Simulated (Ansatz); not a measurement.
**H$_{3}$O···H$_{2}$ (SMILES [OH3+].[H][H]) (charge +1): density, localisation and related maps**

Input file:

```
crystal:
  periodic: [false, false, false]
  atoms:
    - {symbol: O, position_ang: [-0.143469, 0.133472, -0.860722]}
    - {symbol: H, position_ang: [-0.040704, 0.059613, 0.137724]}
    - {symbol: H, position_ang: [-0.591608, -0.632558, -1.265924]}
    - {symbol: H, position_ang: [0.682379, 0.370572, -1.322867]}
    - {symbol: H, position_ang: [-0.193791, 0.327236, 1.517624]}
    - {symbol: H, position_ang: [0.278451, -0.264851, 1.480998]}
basis:
  gaussian: {orbitals: "def2-TZVPPD.json"}
total_charge: 1
hamiltonian: {xc: pbe0, dispersion: d4}
output: {orbitals: {seedname: orbitals}}
```

Launched as:

```sh
ansatz run in.yaml --threads 2 --pin off --events-out ev --progress --plain --max-ram 5222MiB
```

Geometry: rigid move from PBE0-D4/def2-TZVP.

Computed with RKS PBE0-D4/def2-TZVPPD in Ansatz.

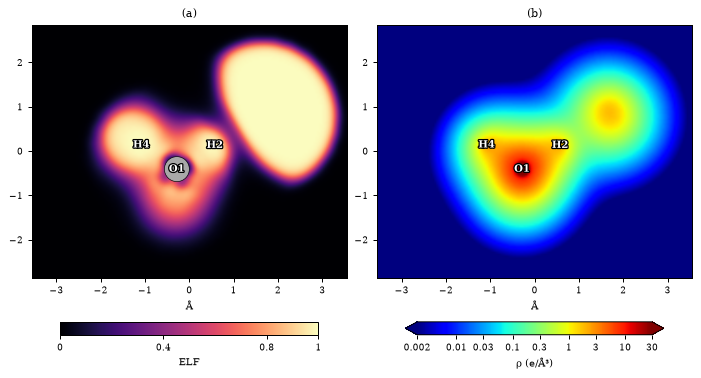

Figure 1. (a) electron localisation function; (b) electron density on the plane of atoms H2, O1 and H4. Grey discs cover the atomic cores in the ELF map.

### Describe what can be read from this map.

- Atoms in the plane: O and H.
- O–H (0.98 Å): the density is about 3.9 e/Å³ at the midpoint; the ELF climbs to about 1 towards the hydrogen, as it does in any bond to H (an ordinary covalent bond to hydrogen).

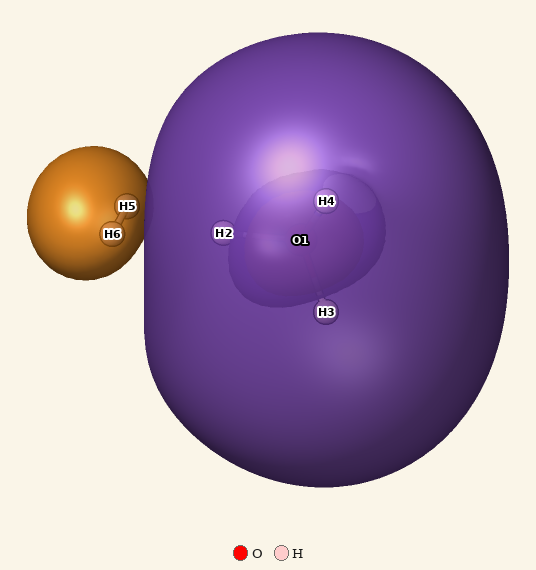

Figure 2. The LUMO at ±0.05 Å⁻³ᐟ² (orange and purple are the two phases), seen at a tilt.

### Where does this orbital lie, and at what energy?

Its weight (Hirshfeld) is mainly on H4 (about 35 %), H3 (about 35 %), O1 (about 20 %) and H2 (about 5 %). Its energy is −6.36 eV.

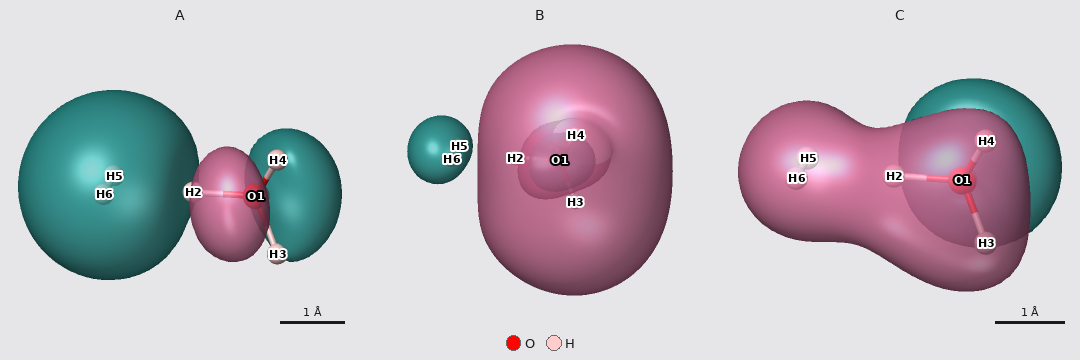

Figure 3. Three frontier orbitals at ±0.06 Å⁻³ᐟ² (teal and pink are the two phases), in no order.

### Order the three orbitals by energy and name them.

C is the HOMO−1 (−19.95 eV). By Hirshfeld shares it lies mainly on O1 (about 75 %); largely a lone pair of O1. A is the HOMO (−18.97 eV). By Hirshfeld shares it lies mainly on H5 (about 40 %), H6 (about 35 %), O1 (about 15 %) and H2 (about 5 %). B is the LUMO (−6.36 eV). By Hirshfeld shares it lies mainly on H4 (about 35 %), H3 (about 35 %), O1 (about 20 %) and H2 (about 5 %).

### What is the HOMO–LUMO gap?

12.61 eV between the orbital energies.
